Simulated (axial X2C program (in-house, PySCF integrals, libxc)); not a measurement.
# A two-component session on AlB⁺: properties at the nuclei

Wanted for AlB⁺: properties at the nuclei, at the two-component level.

Program: an in-house X2C program for linear molecules on PySCF integrals. Level of theory: two-component X2C with atomic mean-field terms, Al dyall-v3z, B dyall-v3z. These are calculated values, not measurements.

## Step 1: Input

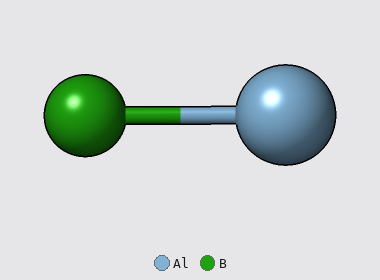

The two atoms at 2.110 Å (aluminium light blue, boron green).

Contents of task.json:

```json
{"zs": [13, 5], "q": 1, "bas": ["dyall-v3z", "dyall-v3z"], "r0": 2.11, "levels": ["PBE0", "HF", "LDA", "BHandHLYP", "TPSSh"], "nst": 3}
```

Keys: zs atomic numbers; q charge; bas basis sets; r0 starting distance in Å; levels methods (HF also brings MP2); nst determinants followed.

Launch:

```console
$ python soeom.py task.json out
```

The runs that follow: Expectation values, lowest determinant; Expectation values, a higher determinant; Expectation values, a higher determinant.

**Question.** What will these runs give? Wanted: lowest determinant; Eeff magnitude; Ws magnitude Al; A∥/gI Al; qzz Al; higher determinant (for each run or level that gives them).

The runs gave:

```
                                        quantity                                                 value
                              lowest determinant               Ω = 1/2 (excess of +ω over −ω: ω = 1/2)
                    Eeff magnitude (GV/cm), PBE0                                                0.0822
                     Ws magnitude Al (kHz), PBE0                                                0.0656
                            A∥/gI Al (MHz), PBE0                                                  75.2
                             qzz Al (a.u.), PBE0                                                 -0.84
                              higher determinant               Ω = 3/2 (excess of +ω over −ω: ω = 3/2)
Eeff magnitude (GV/cm), PBE0, higher determinant                                                0.0685
 Ws magnitude Al (kHz), PBE0, higher determinant                                                0.0165
        A∥/gI Al (MHz), PBE0, higher determinant                                                   -51
         qzz Al (a.u.), PBE0, higher determinant                                                 -0.22
                              higher determinant  Ω = 5/2 (excess of +ω over −ω: 2 × ω = 1/2, ω = 3/2)
Eeff magnitude (GV/cm), PBE0, higher determinant                                                  0.14
 Ws magnitude Al (kHz), PBE0, higher determinant                                                0.0223
        A∥/gI Al (MHz), PBE0, higher determinant                                                   325
         qzz Al (a.u.), PBE0, higher determinant                                                 -0.92
```

In words: In the first state, the effective field runs from 0.0714 to 0.146 GV/cm over the mean-field levels, so the levels don't agree on it. The expectation values come from single determinants, which for open shells can mix terms of unlike spin or miss the lowest Ω, so a determinant need not be a state. Eeff is the effective electric field on the electron dipole moment in this Ω state and Ws the scalar–pseudoscalar constant (defined with the proton number Z and per Ω); A∥ is the parallel hyperfine constant, which follows by multiplying with the nuclear g factor gI = μI/(I μN); qzz is the electric field gradient, eQq0 = 234.96 MHz × Q/barn × qzz. The operators were transformed with the bare-nucleus X2C matrices.
